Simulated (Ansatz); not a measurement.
**MnO (Manganosite): Hubbard U from linear response**

Linear response gives U from how a shell's filling answers a small shift of its potential. The runs below do this for MnO (Manganosite).

Calculated with Ansatz 0.2.0; functionals named at each step; plane waves, U on orthogonalised atomic orbitals unless named otherwise, collinear spin, no spin–orbit coupling.

**1. The starting structure**

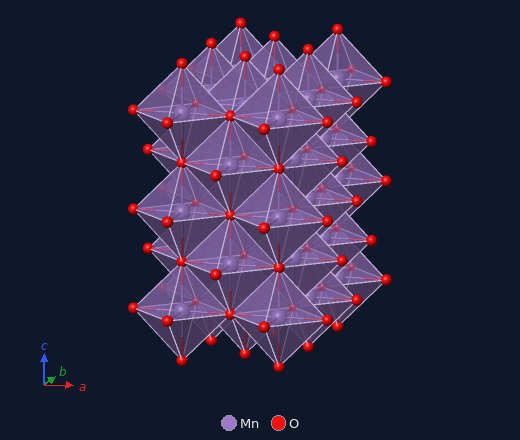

Start, viewed slightly off an axis; manganese light purple, oxygen red. 1×2×2 cells are drawn. This picture shows the conventional cell, with its axes. Some periodic images of atoms are drawn too.

Structure file:

```cif
data_structure
_symmetry_space_group_name_H-M 'P 1'
_symmetry_Int_Tables_number 1
_cell_length_a 3.1438
_cell_length_b 3.1438
_cell_length_c 3.1438
_cell_angle_alpha 60.000
_cell_angle_beta 60.000
_cell_angle_gamma 60.000
_cell_volume 21.97
loop_
_atom_site_label
_atom_site_type_symbol
_atom_site_fract_x
_atom_site_fract_y
_atom_site_fract_z
_atom_site_occupancy
Mn1 Mn 0.00000 0.00000 0.00000 1
O2 O 0.50000 0.50000 0.50000 1
```

**2. The reference order**

The response depends on the magnetic state, so a state is chosen first, with a typed U.

3 starts were run under PBE with U = 4.08 eV on Mn d, ortho-atomic projectors; the lowest per atom is taken, and its run is shown. Energies are taken at zero occupation width.

Contents of input.yaml:

```yaml
crystal:
  lattice:
    - [0.0, 2.223, 2.223]
    - [2.223, 0.0, 2.223]
    - [4.446, 4.446, 0.0]
  atoms:
    - { symbol: Mn, position: [0.0, 0.0, 0.0], spin: 4.5 }
    - { symbol: Mn, position: [0.0, 0.0, 0.5], spin: -4.5 }
    - { symbol: O, position: [0.5, 0.5, 0.25] }
    - { symbol: O, position: [0.5, 0.5, 0.75] }
magnetization:
  spin_polarized: true
kpoints:
  mp_grid: { grid: [10, 10, 5] }
hamiltonian:
  xc: pbe
  hubbard:
    sites: [{ species: Mn, l: d, u_eff: 4.08 }]
    projectors: ortho-atomic
scf:
  occupations: { method: fermi_dirac, width: 0.05 }
output:
  eigenvalues: true
```

Started as:

```sh
$ ansatz run input.yaml --threads 4 --pin off --max-ram 8192MiB --backend cpu --events-out ev --progress --plain --runs-dir out
```

Numbers of over 12 decimals in the logs are rounded to 6 here.

Output:

```text
Engine: ansatz 0.2.0, aarch64-unknown-linux-gnu
Pseudopotentials: kind: paw
Pseudopotential: Mn, paw, valence charge 15, recommended cutoff 420 eV (normal), Mn.paw.azcp
Pseudopotential: O, paw, valence charge 6, recommended cutoff 420 eV (normal), O.paw.azcp
Functional definition: PBE
  parameter kappa = 0.804
  parameter beta = 0.066725
  exchange = pbe_x(kappa = kappa, mu = beta*pi^2/3)
  correlation = pbe_c(beta = beta)
Crystal: 4 atoms, lattice volume = 43.942 Å³
Basis set: ecut = 420 eV, 845 PW (Γ)
Bands: 31, of which v1, the nominal top of the filled ones, is band 21 counted from 1 (20 counted from 0)
Symmetry: 12 space group operations
Space group: R-3m (ITA 166), of the structure as read, at distance tolerance 3.5e-5 Å
Magnetic group: BNS 166.102 (UNI 1332), of the structure as read, at distance tolerance 3.5e-5 Å
k-points: 58 of 500
Non-local potential: Mn, projectors of the file, l = 0: 3, l = 1: 2, l = 2: 3, l = 3: 1
Non-local potential: O, projectors of the file, l = 0: 2, l = 1: 2, l = 2: 1
PAW form: soft (Blöchl's): semilocal exchange-correlation on the pseudo side does not see the compensation charge
PAW one-centre angular grid: Mn, 590 points (default); XC on 64 Gauss nodes
PAW one-centre angular grid: O, 110 points (default); XC on 64 Gauss nodes
Initial density: superposition of atomic densities (chi_scale 0.1, normalization cell, long waves kept (reshape's long-wave potential 0.00 eV rms))
Starting moments: Σ|m| = 9 μB on 2 of 4 sites
Starting magnetic order: antiferromagnet; a translation exchanges its spin sublattices: spin-degenerate at every k-point
[...]
SCF converged after 10 iterations
Magnetization: -0.0000 μB (21.0000 up, 21.0000 down)
Absolute magnetization: 9.4673 μB (∫|ρ↑−ρ↓|, with the PAW one-centre terms)
Spin contamination: 4.9323 ħ² per cell (⟨S²⟩ above its minimum at these occupations)
Per-site moments (μB) at R_I (Å): [(4.239508, 0.9169875), (-4.239509, 0.9169875), (1.522647885382509e-6, 0.9169875), (1.5226478855887624e-6, 0.9169875)]
Free energy (F): -8931.092532 eV
Harris-Foulkes:  -8931.092532 eV  (|F-HF|=5.06e-8)
Internal energy: -8931.092532 eV  (E = F + TS)
E sigma→0 (E₀):  -8931.092532 eV
Fermi energy:    12.733746 eV
--- Per-component energies (eV) ---
  E_band       = -514.368979
  E_kinetic    = 947.582486
  E_local      = -4462.642878  (includes V_loc(G=0)·N_el)
  E_nonlocal   = 606.719709
  E_hartree    = 1788.743224
  E_xc         = -369.311354
  E_vxc        = -471.749782  (∫ρ·V_xc dr)
  E_hubbard    = 1.259078  (on-site DFT+U / exact-exchange correction)
  E_vhub       = -19.068919  (the Hubbard potential's part of the band-sum identity)
  E_paw        = -2932.462583  (= ΣΔE_a)
  E_vpaw       = -692.700178  (= ΣTr[D̂ρ^β])
  E_aug_tail   = 0.004825  (compensation charges beyond the density's cutoff)
  E_ewald      = -4510.985038
  E_smearing   = -0.000000  (= −TS)
  E_closure    = 0.000000  (closes the sum)
  Σ components = -8931.092532   (vs F -8931.092532, Δ=0.00e0)
--- Band table (eV; the first three rows and the last of 116) ---
  k-point 0 ↑: bands = [... 17 lower, 10.1580, 10.1594, 11.1991, 11.1991, 13.5783, 16.5628, 16.6526, 16.6526, ... 6 higher]
  k-point 1 ↑: bands = [... 17 lower, 9.8859, 9.8859, 11.4646, 11.4646, 14.2524, 16.3713, 16.6338, 16.6338, ... 6 higher]
  k-point 2 ↑: bands = [... 17 lower, 9.5614, 9.5614, 11.7732, 11.7732, 15.4586, 16.1074, 16.6024, 16.6024, ... 6 higher]
  k-point 57 ↓: bands = [... 17 lower, 9.5255, 9.8966, 10.9625, 11.4074, 16.6819, 16.8175, 17.0674, 17.3764, ... 6 higher]
Occupation matrices written to <dir>
```

It took 2.7 s on 4 threads of Arm Neoverse V2, shared host; peak memory 0.46 GiB.

The column dr2 measures how far the density is from self-consistency, as an energy; F and HF (Harris–Foulkes) agree once it is small.

```tsv
start	atoms	final state	energy (meV an atom)
parallel +	2	ferromagnetic	37.8
compensated q=(0,1/2,1/2) +−	4	antiferromagnetic	10.1
compensated q=(0,0,1/2) +−	4	antiferromagnetic	0.0
```

Spin moment in the sphere by atom:

```tsv
atom	spin moment in the sphere (μB)
Mn1	4.24
Mn2	-4.24
O3	0.00
O4	0.00
```

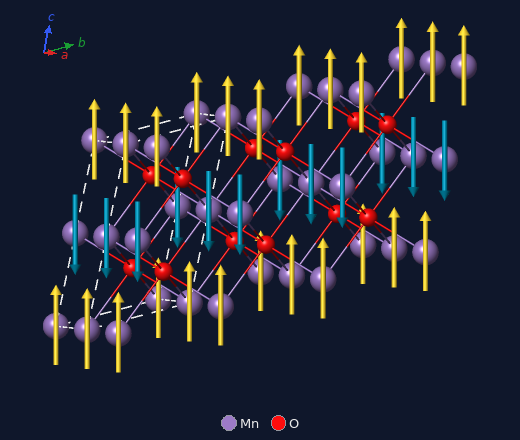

Spin moment in the sphere as arrows, the longest 4.24 μB. Up and down stand for the sign. Arrows give size and sign along the axis of quantisation, drawn up and down the page. The two directions have two colours. Bonds to atoms that aren't drawn are left out. 2×3×1 cells are drawn. Some periodic images of atoms are drawn too.

Spin density of the compensated q=(0,1/2,1/2) +− start:

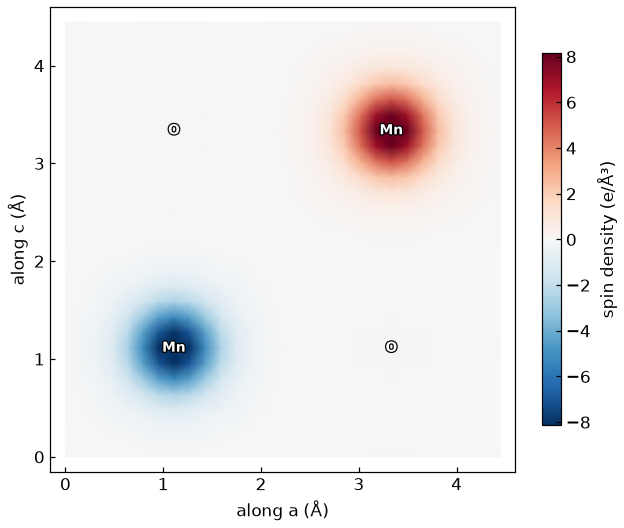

Spin density in the ac plane of the conventional cell at fractional y = 0.000, with atoms of Mn and O within 0.2 Å of it. The map starts off the cell's origin, so that atoms lie inside it.

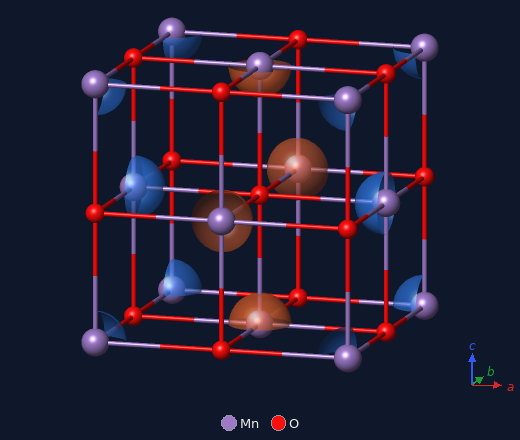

Surfaces of spin density = ±1.9 e/Å³, which hold about 50 % of the integral of its size. The two colours are the two signs.

**3. PBE**

A run without U, to see what the plain functional makes of this start.

input.yaml, the sections that differ from step 2:

```yaml
crystal:
  lattice:
    - [0.0, 2.223, 2.223]
    - [2.223, 0.0, 2.223]
    - [4.446, 4.446, 0.0]
  atoms:
    - { symbol: Mn, position: [0.0, 0.0, 0.0], spin: 4.7 }
    - { symbol: Mn, position: [0.0, 0.0, 0.5], spin: -4.7 }
    - { symbol: O, position: [0.5, 0.5, 0.25] }
    - { symbol: O, position: [0.5, 0.5, 0.75] }
kpoints:
  mp_grid: { grid: [12, 12, 6] }
hamiltonian:
  xc: pbe
# magnetization, scf, output: as in step 2
```

Output:

```text
[...]
Crystal: 4 atoms, lattice volume = 43.942 Å³
Basis set: ecut = 420 eV, 845 PW (Γ)
Bands: 31, of which v1, the nominal top of the filled ones, is band 21 counted from 1 (20 counted from 0)
Symmetry: 12 space group operations
[...]
k-points: 98 of 864
[...]
Starting moments: Σ|m| = 9.4 μB on 2 of 4 sites
[...]
SCF iter   1: F=—  HF=-8933.558384 eV  |F-HF|=—  |Δ(HF+E_count)|=         —  Δρ=9.33e-2 (↑9.33e-2 ↓9.33e-2)  dr2=1.16e1  dr2_m=2.76e-1  M=-0.000 μB ∫|m|=8.855 μB  β_m=0.30  ethr=3.10e-3  ⟨swp⟩=4.3  Hψ=21020  notcnv=0  defer=26
[...]
SCF iter  10: F=-8932.646451 eV  HF=-8932.646451 eV  |F-HF|=1.00e-8  |Δ(HF+E_count)|=   3.82e-8  Δρ=3.23e-6 (↑3.23e-6 ↓2.91e-6)  dr2=1.28e-8  dr2_m=2.21e-9  M=0.000 μB ∫|m|=9.057 μB  ethr=2.38e-10  ⟨swp⟩=6.1  Hψ=24705  notcnv=0
SCF 1 converged in 10 iterations: F = -8932.646451 eV  dr2 = 1.28e-8
[...]
SCF converged after 10 iterations
Magnetization: 0.0000 μB (21.0000 up, 21.0000 down)
Absolute magnetization: 9.0586 μB (∫|ρ↑−ρ↓|, with the PAW one-centre terms)
[...]
Per-site moments (μB) at R_I (Å): [(4.060793, 0.9169875), (-4.060798, 0.9169875), (5.283239372473271e-6, 0.9169875), (5.283239372574158e-6, 0.9169875)]
Free energy (F): -8932.646451 eV
[...]
Internal energy: -8932.646448 eV  (E = F + TS)
E sigma→0 (E₀):  -8932.646449 eV
Entropy (-TS):   -0.000003 eV (-0.001 meV/atom)
Fermi energy:    13.163426 eV
[...]
--- Band table (eV; the first three rows and the last of 196) ---
  k-point 0 ↑: bands = [... 17 lower, 10.6081, 10.8107, 11.9791, 11.9791, 13.4923, 14.8743, 14.8743, 14.8749, ... 6 higher]
  k-point 1 ↑: bands = [... 17 lower, 10.6242, 10.8700, 12.1628, 12.1628, 13.9651, 14.7727, 14.8531, 14.8531, ... 6 higher]
  k-point 2 ↑: bands = [... 17 lower, 10.6494, 10.8971, 12.4894, 12.4894, 14.5384, 14.8105, 14.8105, 15.0143, ... 6 higher]
  k-point 97 ↓: bands = [... 17 lower, 11.1811, 11.2449, 12.3384, 12.4890, 15.1247, 15.1506, 15.1882, 16.1206, ... 6 higher]
```

Elapsed: 4.6 s, on 4 threads; peak memory 0.51 GiB; 15 s of CPU time.

This step gave:

- magnetization: 0 μB
- final state: antiferromagnetic
- largest moment: 4.061 μB

**4. PBE, one cell**

The cheapest recipe shifts the site in the one cell.

Edit input.yaml of step 3 so:

```diff
@@ -13,5 +13,8 @@
 kpoints:
-  mp_grid: { grid: [12, 12, 6] }
+  mp_grid: { grid: [8, 8, 4] }
 hamiltonian:
   xc: pbe
+  hubbard:
+    sites: [{ species: Mn, l: d, u_eff: linear-response }]
+    projectors: ortho-atomic
 scf:
```

Output:

```text
[...]
davidson cushion auto → off  (block headroom 10 ≥ Hubbard manifold empty extent 5; pin scf.eigensolver.cushion to override)
LR-U cycle 1: input U_eff = [0.000, 0.000] eV
Crystal: 4 atoms, lattice volume = 43.942 Å³
Basis set: ecut = 420 eV, 845 PW (Γ)
Bands: 31, of which v1, the nominal top of the filled ones, is band 21 counted from 1 (20 counted from 0)
Symmetry: 12 space group operations
[...]
k-points: 35 of 256
[...]
Starting moments: Σ|m| = 9.4 μB on 2 of 4 sites
[...]
iter 1 solved again at ethr=7.64e-2 eV; its pass at ethr=1.00e-1 eV (dr2=3.21e1 eV) is discarded
SCF iter   1: F=—  HF=-8936.342702 eV  |F-HF|=—  |Δ(HF+E_count)|=         —  Δρ=1.46e-1 (↑1.46e-1 ↓1.46e-1)  dr2=3.19e1  dr2_m=7.14e-1  M=0.000 μB ∫|m|=7.654 μB  β_m=0.30  ethr=7.64e-2  ⟨swp⟩=2.0  Hψ=10493  notcnv=0
[...]
spin=Collinear: Kerker preconditioning applied to the charge; magnetization (m = ρ↑ − ρ↓) channel mixes plain (no charge-response kernel on spin).
[...]
SCF iter   2: F=—  HF=-8932.358287 eV  |F-HF|=—  |Δ(HF+E_count)|=    3.98e0  Δρ=3.18e-2 (↑3.18e-2 ↓3.18e-2)  dr2=1.14e0  dr2_m=1.35e-1  M=0.000 μB ∫|m|=8.930 μB  β_m=1.00  ethr=3.41e-3  ⟨swp⟩=3.6  Hψ=9554  notcnv=0  defer=7
eigensolver tolerance schedule: the retry pair's looser diagonalisation over-reported the residual by 0.26 of it (diagonalisation noise at 0.27 of the residual, at the tolerance the schedule requests for it); recorded, not acted on — ethr = c·dr2/N_el stays at c = 1.0e-1
[...]
SCF iter   3: F=—  HF=-8932.464293 eV  |F-HF|=—  |Δ(HF+E_count)|=   1.06e-1  Δρ=1.42e-2 (↑1.42e-2 ↓1.42e-2)  dr2=2.79e-1  dr2_m=8.98e-3  M=0.000 μB ∫|m|=8.990 μB  β_m=1.00  ethr=2.71e-3  ⟨swp⟩=3.1  Hψ=4592  notcnv=0  defer=4
[...]
SCF iter  16: F=-8932.646244 eV  HF=-8932.646244 eV  |F-HF|=1.82e-12  |Δ(HF+E_count)|=    0.00e0  Δρ=3.37e-8 (↑2.72e-8 ↓3.37e-8)  dr2=9.16e-13  dr2_m=1.67e-13  M=-0.000 μB ∫|m|=9.058 μB  ethr=1.00e-12  ⟨swp⟩=2.0  Hψ=3642  notcnv=0
SCF 1 converged in 16 iterations: F = -8932.646244 eV  dr2 = 9.16e-13
[...]
Starting moments: Σ|m| = 9.4 μB on 2 of 4 sites; this step starts from the density that it was given
[...]
SCF 2 converged in 9 iterations: F = -8932.578686 eV  dr2 = 8.11e-13
[...]
SCF 3 converged in 9 iterations: F = -8932.713816 eV  dr2 = 8.93e-13
[...]
LR-U cycle 1: largest |computed − input| of the U and V asked for = 4.9977 eV
LR-U result after 1 cycle(s), on one cell, whose images are shifted too, at d_alpha = 0.0125 eV:
  orbit [0]: n₀ = 5.4052, χ₀ = -0.1573 eV⁻¹, χ = -0.0874 eV⁻¹, U = 4.998 eV, projected Ū = 4.998 eV over the magnetic orbit of site 0 (written back: yes)
[...]
Signs of the perturbation — the screened responses to the two lie 0.06 % off their mean on orbit [0]
[...]
SCF 4 converged in 11 iterations: F = -8930.820360 eV  dr2 = 2.50e-10
SCF converged after 11 iterations
an eigenvalue changed by more than its tolerance at an iteration that met the thresholds in force, so the SCF went on 1 time: the last check found none over its tolerance
Magnetization: -0.0000 μB (21.0000 up, 21.0000 down)
Absolute magnetization: 9.5222 μB (∫|ρ↑−ρ↓|, with the PAW one-centre terms)
[...]
Per-site moments (μB) at R_I (Å): [(4.262687, 0.9169875), (-4.262689, 0.9169875), (1.8142751683560972e-6, 0.9169875), (1.8142751685027995e-6, 0.9169875)]
Free energy (F): -8930.820360 eV
[...]
Internal energy: -8930.820360 eV  (E = F + TS)
E sigma→0 (E₀):  -8930.820360 eV
Fermi energy:    12.682414 eV
[...]
--- Band table (eV; the first three rows and the last of 70) ---
  k-point 0 ↑: bands = [... 17 lower, 10.2118, 10.2129, 11.1193, 11.1193, 13.5924, 16.9533, 17.0614, 17.0614, ... 6 higher]
  k-point 1 ↑: bands = [... 17 lower, 9.8572, 9.8572, 11.4701, 11.4701, 14.5695, 16.6213, 17.0357, 17.0357, ... 6 higher]
  k-point 2 ↑: bands = [... 17 lower, 9.6056, 9.6056, 11.7166, 11.7166, 15.9914, 16.0380, 17.0086, 17.0086, ... 6 higher]
  k-point 34 ↓: bands = [... 17 lower, 9.2577, 9.6984, 10.9026, 11.1443, 16.8860, 17.4113, 17.4452, 17.7534, ... 6 higher]
Occupation matrices written to <dir>
```

Wall time 6.9 s (4 threads); peak memory 0.41 GiB.

Site by site:

```tsv
site	electrons	χ₀ (1/eV)	χ (1/eV)	U (eV)
Mn1	5.405	-0.1573	-0.08742	5.00
Mn2	5.405	-0.1573	-0.08742	5.00
```

For Mn1 the on-site elements alone give 1/χ₀ − 1/χ = 5.08 eV, the inverses of the full matrices 4.52 eV, and the program reports 5.00 eV, after an interpolation towards a dense mesh that it makes on unshifted meshes and on single cells of several shells. The state, moments and gap printed next belong to the closing SCF at this U.

Read from the output:

```
magnetization  : 0 μB
final state    : antiferromagnetic
largest moment : 4.263 μB
```

U on Mn is 5.00 eV. All images of the site are shifted together here, so the value is not converged.

**5. PBE, q-mesh 2×2×1**

A mesh of wavevectors stands for a supercell in which the shifted site is farther from its images.

Edit input.yaml of step 4 so:

```diff
@@ -19,2 +19,3 @@
     projectors: ortho-atomic
+    lr: { qmesh: [2, 2, 1] }
 scf:
```

Output:

```text
[...]
LR-U cycle 1: input U_eff = [0.000, 0.000] eV
Crystal: 4 atoms, lattice volume = 43.942 Å³
Basis set: ecut = 420 eV, 845 PW (Γ)
Bands: 31, of which v1, the nominal top of the filled ones, is band 21 counted from 1 (20 counted from 0)
Symmetry: 12 space group operations
[...]
k-points: 35 of 256
[...]
Starting moments: Σ|m| = 9.4 μB on 2 of 4 sites
[...]
SCF iter  16: F=-8932.646244 eV  HF=-8932.646244 eV  |F-HF|=1.82e-12  |Δ(HF+E_count)|=    0.00e0  Δρ=3.37e-8 (↑2.72e-8 ↓3.37e-8)  dr2=9.16e-13  dr2_m=1.67e-13  M=-0.000 μB ∫|m|=9.058 μB  ethr=1.00e-12  ⟨swp⟩=2.0  Hψ=3642  notcnv=0
SCF 1 converged in 16 iterations: F = -8932.646244 eV  dr2 = 9.16e-13
[...]
LR-U reference ψ shed before the perturbed-orbit SCFs — 0.03 GiB of wavefunction and exchange-operator storage released
NSCF: frozen V_eff on 35 k-points
[...]
DFPT response loops at q = (0, -0.5, 0) (fractional): preconditioner auto → Kerker (q_TF=auto, 2.708 Å⁻¹) (partly filled bands, converged f_vac=0.000); β = 1.00, the filter's whole step (`scf.mixing.beta` (0.30) is not read by the response loops under this deck's `scf.mixing.preconditioner`; to damp them name `kerker` or `kerker_dos`, under which they read `scf.mixing.beta`, and type it under 1.00, their step now; both keys bind the ground state too); Broyden in place of MSR1
[...]
LR-U cycle 1: largest |computed − input| of the U and V asked for = 4.7472 eV
LR-U result after 1 cycle(s), on the 2×2×1 q mesh at shift [0, 0, 0]:
[...]
q = [0.0000, 0.0000, 0.0000], weight 0.2500: sites [0] shifted on 35 pairs of k-points with 31 bands, 8 passes, the loops' stops and last bands leave some 1.6e-5 eV⁻¹ in χ
[...]
SCF 2 converged in 11 iterations: F = -8930.892498 eV  dr2 = 5.05e-10
SCF converged after 11 iterations
[...]
Magnetization: -0.0000 μB (21.0000 up, 21.0000 down)
Absolute magnetization: 9.5079 μB (∫|ρ↑−ρ↓|, with the PAW one-centre terms)
[...]
Per-site moments (μB) at R_I (Å): [(4.256695, 0.9169875), (-4.256697, 0.9169875), (1.6054421245254758e-6, 0.9169875), (1.6054421246152547e-6, 0.9169875)]
Free energy (F): -8930.892498 eV
[...]
Internal energy: -8930.892498 eV  (E = F + TS)
E sigma→0 (E₀):  -8930.892498 eV
Fermi energy:    12.693693 eV
[...]
--- Band table (eV; the first three rows and the last of 70) ---
  k-point 0 ↑: bands = [... 17 lower, 10.1976, 10.1988, 11.1383, 11.1383, 13.5887, 16.8463, 16.9494, 16.9494, ... 6 higher]
  k-point 1 ↑: bands = [... 17 lower, 9.8384, 9.8384, 11.4920, 11.4920, 14.5639, 16.5376, 16.9233, 16.9233, ... 6 higher]
  k-point 2 ↑: bands = [... 17 lower, 9.5807, 9.5807, 11.7421, 11.7421, 15.9853, 15.9948, 16.8960, 16.8960, ... 6 higher]
  k-point 34 ↓: bands = [... 17 lower, 9.3216, 9.7461, 10.9457, 11.1856, 16.7798, 17.3065, 17.3388, 17.6635, ... 6 higher]
Occupation matrices written to <dir>
```

Elapsed: 21 s, on 4 threads; peak memory 0.61 GiB; 81 s of CPU time.

Bare and screened response, and U:

```tsv
site	electrons	χ₀ (1/eV)	χ (1/eV)	U (eV)
Mn1	5.405	-0.1602	-0.09071	4.75
Mn2	5.405	-0.1602	-0.09071	4.75
```

For Mn1 the on-site elements alone give 1/χ₀ − 1/χ = 4.78 eV, the inverses of the full matrices 4.59 eV, and the program reports 4.75 eV, after an interpolation towards a dense mesh that it makes on unshifted meshes and on single cells of several shells. The state, moments and gap printed next belong to the closing SCF at this U.

Numbers from this step:

```
magnetization  : 0 μB
final state    : antiferromagnetic
largest moment : 4.257 μB
```

U on Mn is 4.75 eV here against 5.00 eV (-5 %) in the run that differs in the way the response is sampled alone (PBE, one cell), at 3.2 times its CPU time.

**6. PBE, shifted q-mesh 2×2×1**

A mesh of wavevectors stands for a supercell in which the shifted site is farther from its images; shifted off q = 0, it leaves out the wavevector at which all images move together.

Edit input.yaml of step 5 so:

```diff
@@ -19,3 +19,3 @@
     projectors: ortho-atomic
-    lr: { qmesh: [2, 2, 1] }
+    lr: { qmesh: [2, 2, 1], qmesh_shift: [0.5, 0.5, 0.5] }
 scf:
```

Output:

```text
[...]
LR-U cycle 1: input U_eff = [0.000, 0.000] eV
Crystal: 4 atoms, lattice volume = 43.942 Å³
Basis set: ecut = 420 eV, 845 PW (Γ)
Bands: 31, of which v1, the nominal top of the filled ones, is band 21 counted from 1 (20 counted from 0)
Symmetry: 12 space group operations
[...]
k-points: 35 of 256
[...]
Starting moments: Σ|m| = 9.4 μB on 2 of 4 sites
[...]
k-point 1 ↑: bands = [... 17 lower, 9.8416, 9.8416, 11.4881, 11.4881, 14.5649, 16.5523, 16.9427, 16.9427, ... 6 higher]
  k-point 2 ↑: bands = [... 17 lower, 9.5850, 9.5850, 11.7376, 11.7376, 15.9864, 16.0026, 16.9154, 16.9154, ... 6 higher]
  k-point 34 ↓: bands = [... 17 lower, 9.3103, 9.7376, 10.9380, 11.1783, 16.7981, 17.3246, 17.3571, 17.6790, ... 6 higher]
Occupation matrices written to <dir>
[key lines of the parts left out:]
SCF converged after 11 iterations
Magnetization: -0.0000 μB (21.0000 up, 21.0000 down)
Free energy (F): -8930.879960 eV
Fermi energy:    12.691689 eV
```

Elapsed: 44 s, on 4 threads; peak memory 0.83 GiB; 2.8 min of CPU time.

The response of each shell:

```tsv
site	electrons	χ₀ (1/eV)	χ (1/eV)	U (eV)
Mn1	5.405	-0.1629	-0.09150	4.79
Mn2	5.405	-0.1629	-0.09150	4.79
```

For Mn1 the on-site elements alone give 1/χ₀ − 1/χ = 4.79 eV, the inverses of the full matrices 4.79 eV, and the program reports 4.79 eV. The state, moments and gap printed next belong to the closing SCF at this U.

Read from the output:

```yaml
magnetization: 0 μB
final_state: antiferromagnetic
largest_moment: 4.258 μB
```

U on Mn is 4.79 eV here against 4.75 eV (+0.9 %) in the run that differs in the way the response is sampled alone (PBE, q-mesh 2×2×1), at 2.1 times its CPU time. Only one of the two values carries the program's interpolation, which is part of the difference.

(Part 1 of 3 ends here.)

[Logs and program files are shortened in this print: banners, set-up blocks, solver, clock and traceback lines can be left out without a mark of their own.]

[Logs are printed without paths, hosts, clocks, repeated set-up lines and the standing remarks that a program may print on its own settings, such as how far it seeks lower states.]

[Hosts, paths, dates, database ids (printed as entryN), source tags and the programs' standing remarks are cut or masked in the printed files.]

[Where a cell is said to come from a database of computed structures, the database is the Materials Project.]
